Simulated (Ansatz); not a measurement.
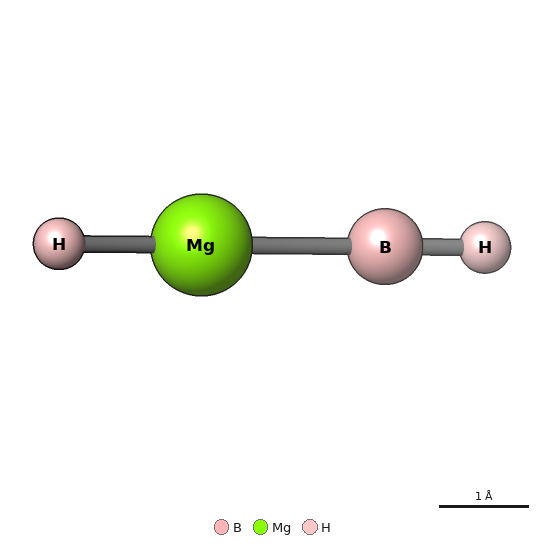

Atoms fade into the background with distance from the viewer. Charge 0, doublet. Computed geometry: PBE0-D4/def2-TZVP optimisation. No frequency run is at hand to confirm it as a minimum. Masses are those of the most abundant isotopes; constants are for the rigid equilibrium geometry.

**What kind of rotor is it, and what are its rotational constants in MHz?**

A linear rotor (C∞v) with B = 10210 MHz.
